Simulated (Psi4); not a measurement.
**SCAN/def2-TZVP (sweep point 3) run of AlH2OF (SMILES [OH][AlH][F])**

What is the vertical ionisation energy of AlH2OF at SCAN/def2-TZVP (sweep point 3)? 

The calculation is run with Psi4 1.11.

## Step 1: The molecule

AlH2OF: 5 atoms, total charge 0, spin state singlet. As SMILES, `[OH][AlH][F]`. Geometry: a GFN2-xTB relaxation, a rough one for these elements and not checked as a minimum. This is one conformer, not always the lowest.

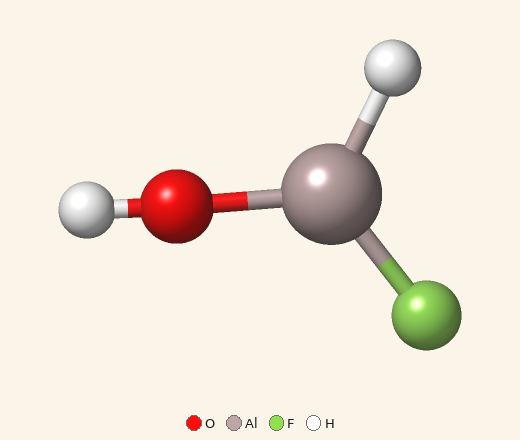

The structure, seen from a chosen angle (oxygen red, aluminium light grey, fluorine green, hydrogen white).

## Step 2: A single-point energy at SCAN/def2-TZVP (sweep point 3)

Input file alfh2o.in:

```
memory 1.6 GB

molecule geom {
  0 1
  O     -1.021720     0.325810    -0.327270
  Al     0.472970    -0.139110     0.144100
  F      0.778780    -1.566900     0.912060
  H     -1.871140     0.628670    -0.614330
  H      1.641100     0.751530    -0.114560
  symmetry c1
}

set basis def2-TZVP
set puream true
set scf_type pk
set dft_radial_points 99
set dft_spherical_points 590

e = energy("scan")
```

The run is started by

```
psi4 alfh2o.in alfh2o.out -n 1
```

alfh2o.out (excerpt; [...] marks lines left out):

```text
[...]
  Running in c1 symmetry.
[...]
  Nuclear repulsion =  100.879089140493420
[...]
  Multiplicity = 1
[...]
  Nalpha       = 16
  Nbeta        = 16
[...]
    Number of basis functions: 111
[...]
   @RKS iter   1:  -418.53179037953811   -3.66616e-01   9.02104e-03 ADIIS/DIIS
[...]
   @RKS iter   9:  -418.86308127359928   -1.97456e-08   1.43581e-07 DIIS
[...]
    Orbital Energies [Eh]
    ---------------------
    Doubly Occupied:
       1A    -55.733931     2A    -24.441323     3A    -18.938997
       4A     -4.075057     5A     -2.615923     6A     -2.608036
       7A     -2.606803     8A     -1.099321     9A     -0.952291
      10A     -0.516390    11A     -0.407153    12A     -0.363672
      13A     -0.362184    14A     -0.321728    15A     -0.309190
      16A     -0.292412
[...]
  @RKS Final Energy:  -418.86308127359928
   => Energetics <=
    Nuclear Repulsion Energy =            100.8790891404934200
    One-Electron Energy =                -783.4288331923519308
    Two-Electron Energy =                 302.2840933427620485
    DFT Exchange-Correlation Energy =     -38.5974305645028153
    Empirical Dispersion Energy =           0.0000000000000000
    VV10 Nonlocal Energy =                  0.0000000000000000
    Total Energy =                       -418.8630812735992777
[...]
 Multipole Moments:
 ------------------------------------------------------------------------------------
     Multipole            Electronic (a.u.)      Nuclear  (a.u.)        Total (a.u.)
 ------------------------------------------------------------------------------------
 L = 1.  Multiply by 2.5417464519 to convert [e a0] to [Debye]
 Dipole X            :          0.8097594           -1.3954114           -0.5856520
 Dipole Y            :         -2.3515055            2.9063896            0.5548841
 Dipole Z            :          1.3054890           -1.6810587           -0.3755697
 Magnitude           :                                                    0.8899086
[...]
```

Wall time 16 s (1 thread of AMD EPYC 9R45 (Zen 5), shared host); peak memory 0.63 GiB.

## Step 3: The doublet cation, same level

Input file input.in:

```
memory 1.6 GB

molecule molecule1 {
  1 2
  O     -1.021720     0.325810    -0.327270
  Al     0.472970    -0.139110     0.144100
  F      0.778780    -1.566900     0.912060
  H     -1.871140     0.628670    -0.614330
  H      1.641100     0.751530    -0.114560
  units angstrom
  symmetry c1
}

set {
  basis def2-TZVP
  reference uks
  puream true
  scf_type pk
  dft_radial_points 99
  dft_spherical_points 590
  maxiter 150
}

energy('scan')
```

The run is started by

```
psi4 input.in input.out -n 1
```

input.out (excerpt; [...] marks lines left out):

```text
[...]
  Running in c1 symmetry.
[...]
  Nuclear repulsion =  100.879089140493420
[...]
  Multiplicity = 2
[...]
  Nalpha       = 16
  Nbeta        = 15
[...]
    Number of basis functions: 111
[...]
   @UKS iter   1:  -418.08657070703765    7.86036e-02   8.75490e-03 ADIIS/DIIS
[...]
   @UKS iter  13:  -418.43985913668956   -1.75194e-08   5.46087e-07 DIIS
[...]
   @S^2 Observed:                7.608793255E-01
[...]
    Orbital Energies [Eh]
    ---------------------
    Alpha Occupied:
       1A    -56.029248     2A    -24.687507     3A    -19.295543
       4A     -4.369561     5A     -2.909135     6A     -2.903860
       7A     -2.901268     8A     -1.340341     9A     -1.291191
      10A     -0.831415    11A     -0.673513    12A     -0.663726
      13A     -0.626251    14A     -0.620787    15A     -0.591825
      16A     -0.586744
    Alpha Virtual:
      17A     -0.255067    18A     -0.251939    19A     -0.175892
      20A     -0.124543    21A     -0.075141    22A     -0.052457
      23A     -0.046166    24A      0.012209    25A      0.022564
[...]
  @UKS Final Energy:  -418.43985913668956
   => Energetics <=
    Nuclear Repulsion Energy =            100.8790891404934200
    One-Electron Energy =                -774.2677121749729849
    Two-Electron Energy =                 293.2036332352477075
    DFT Exchange-Correlation Energy =     -38.2548693374577127
    Empirical Dispersion Energy =           0.0000000000000000
    VV10 Nonlocal Energy =                  0.0000000000000000
    Total Energy =                       -418.4398591366895630
[...]
 Multipole Moments:
 ------------------------------------------------------------------------------------
     Multipole            Electronic (a.u.)      Nuclear  (a.u.)        Total (a.u.)
 ------------------------------------------------------------------------------------
 L = 1.  Multiply by 2.5417464519 to convert [e a0] to [Debye]
 Dipole X            :          0.7941020           -1.3954114           -0.6013094
 Dipole Y            :         -1.2545930            2.9063896            1.6517966
 Dipole Z            :          0.7520561           -1.6810587           -0.9290027
 Magnitude           :                                                    1.9882281
[...]
```

It took 32 s on 1 thread of AMD EPYC 9R45 (Zen 5), shared host; peak memory 0.63 GiB.

## Step 4: Results

At SCAN/def2-TZVP (sweep point 3):

| quantity | value |
| --- | --- |
| singlet AlH2OF: total energy | -418.86308 Eh |
| singlet AlH2OF: dipole moment | 2.26 D |
| singlet AlH2OF: HOMO energy | -7.96 eV |
| singlet AlH2OF: LUMO energy | -0.61 eV |
| singlet AlH2OF: HOMO–LUMO gap | 7.35 eV |
| doublet cation: total energy | -418.43986 Eh |
| doublet cation: HOMO energy (highest over α and β) | -15.56 eV |
| doublet cation: LUMO energy (lowest over α and β) | -14.92 eV |
| doublet cation: ⟨S²⟩ | 0.761 |
| vertical ionisation energy (to the doublet cation) | 11.516 eV |

In words: Removing an electron at fixed nuclei costs 11.52 eV (1111 kJ/mol). −ε(HOMO) before ionisation, 7.96 eV, is 3.56 eV below this ionisation energy.
